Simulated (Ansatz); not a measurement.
Process, species as SMILES: C=CF → C=[C]F + H atom
B3LYP-D3(BJ)/def2-TZVP geometries, fixed; electronic energies without zero-point terms.

Basis-set convergence of the bond dissociation energy at PBE with Ansatz (a program for electronic structure). Cartesian d functions, on some or all atoms, in 6-31G*; all else is spherical. The program fits the integrals of some runs and decomposes those of others, by size. Open shells are unrestricted. No added dispersion term, no relativity. Functions are those of the species that has most. Reference: the value in aug-pcseg-3, 113.73 kcal/mol, itself unsure by roughly 0.01 kcal/mol (its mean distance from aug-cc-pVQZ, def2-QZVPPD, pcseg-3). Deviations are taken from unrounded values.

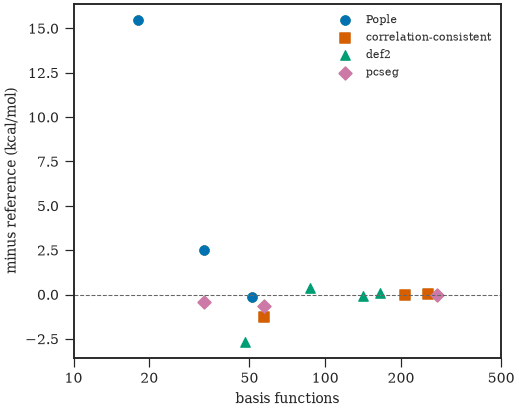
Deviation from the reference against the number of basis functions, by family of sets.

| basis | functions | bond dissociation energy (kcal/mol) | minus reference (kcal/mol) |
|---|---|---|---|
| STO-3G | 18 | 129.21 | 15.48 |
| 6-31G | 33 | 116.23 | 2.50 |
| pcseg-0 | 33 | 113.30 | -0.43 |
| def2-SV(P) | 48 | 111.08 | -2.65 |
| 6-31G* | 51 | 113.60 | -0.13 |
| cc-pVDZ | 57 | 112.46 | -1.27 |
| pcseg-1 | 57 | 113.09 | -0.65 |
| def2-SVPD | 87 | 114.11 | 0.38 |
| def2-TZVPD | 141 | 113.63 | -0.11 |
| def2-TZVPPD | 165 | 113.83 | 0.10 |
| aug-cc-pVTZ | 207 | 113.74 | 0.00 |
| cc-pVQZ | 255 | 113.74 | 0.00 |
| pcseg-3 | 279 | 113.74 | 0.00 |
